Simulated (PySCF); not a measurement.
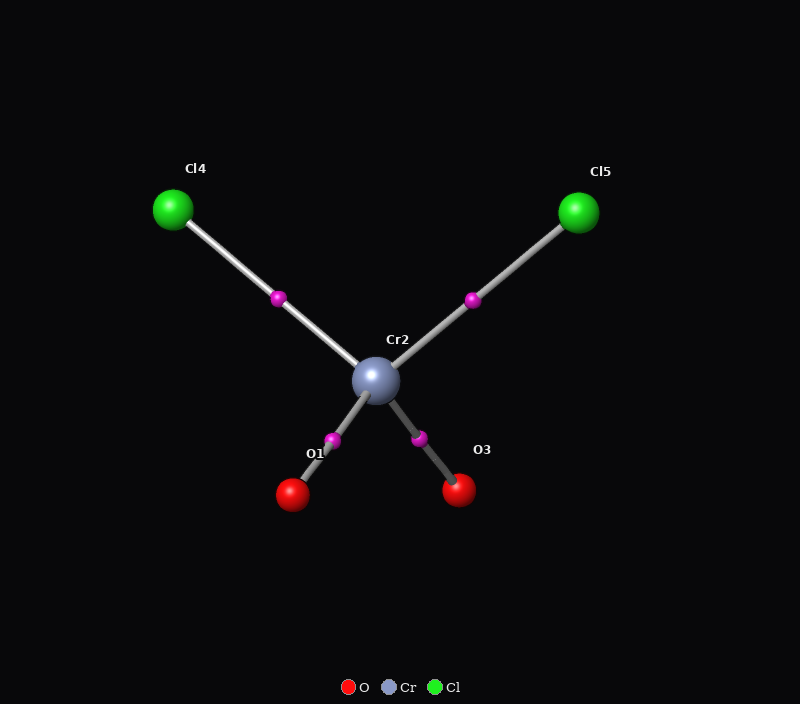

*Cl₂CrO₂, SMILES `O=[Cr](=O)(Cl)Cl`. Molecular graph of the electron density (QTAIM): bond paths, bond critical points (magenta), ring points (cyan, if any); weak paths are dashed.*

Method: PBE0/def2-SVP; geometry: GFN2-xTB; program: PySCF. This is a single-reference result, which may miss multireference character in this system. No frequency check shows the geometry to be a minimum. GFN2-xTB bond lengths at metals and heavier atoms can be off by up to 0.1 Å and shapes distorted, which carries into these values.

Input

```python
import numpy as np
from pyscf import gto, scf, dft
from pyscf.scf import atom_ks, atom_hf
from scipy.linalg import block_diag

def solve(mol, dm0=None, hcore=None):
    mf = (dft.UKS if mol.spin else dft.RKS)(mol, xc='pbe0')
    mf.grids.level = 3
    mf = mf.density_fit(auxbasis='def2-universal-jkfit')
    mf.conv_tol, mf.max_cycle = 1e-8, 80
    if hcore is not None:
        mf.get_hcore = lambda *args: hcore
    mf.kernel(dm0)
    if not mf.converged:
        mf = mf.newton().run(mf.mo_coeff, mf.mo_occ, max_cycle=30)
    assert mf.converged, 'SCF not converged'
    return mf

mol = gto.M(atom='''
O     -0.00029    -1.18784    -1.32721
Cr    -0.00009    -0.38526     0.00001
O      0.00031    -1.18787     1.32717
Cl     1.63022     0.83090    -0.00011
Cl    -1.63010     0.83098     0.00012
''', basis='def2-svp', charge=0, spin=0, verbose=4)
mf = solve(mol)
mf.analyze()
# spherically averaged free atoms, for the promolecule
atm = atom_ks.get_atm_nrks(mol, xc='pbe0')
pro = block_diag(*[(atm[a[0]][2] * atm[a[0]][3]) @ atm[a[0]][2].T for a in mol._atom])
np.savez('result.npz', e=mf.e_tot, c=mf.mo_coeff, occ=mf.mo_occ, eps=mf.mo_energy, pro=pro, dip=mf.dip_moment(verbose=0), s2=mf.spin_square()[0])
```

Command:

```sh
OMP_NUM_THREADS=1 python input.py
```

The run took 5.7 s on 1 thread of AMD EPYC 9R14 (Zen 4), with other jobs on the host, peak memory 0.4 GiB.

Partitions, critical points and surface values were worked out afterwards from this run's density.

### How many critical points of each kind are there, and does the count close?

5 nuclei, 4 bond, 0 ring and 0 cage critical points: 5 − 4 + 0 − 0 = 1, as the Poincaré–Hopf relation requires.

### Tabulate density, Laplacian, ellipticity and energy density at the bond critical points (atomic units).

| bond | length (Å) | ρ (a.u.) | ∇²ρ (a.u.) | ε | H (a.u.) |
| --- | --- | --- | --- | --- | --- |
| Cr2–O3 (2 alike) | 1.551 | 0.305 | +1.07 | 0.02 | −0.239 |
| Cr2–Cl5 (2 alike) | 2.034 | 0.127 | +0.34 | 0.03 | −0.046 |

### What kind of interaction is Cr2–O3?

Polar or intermediate (positive Laplacian, negative energy density H): ρ = 0.305, ∇²ρ = +1.07, H = −0.239 a.u.
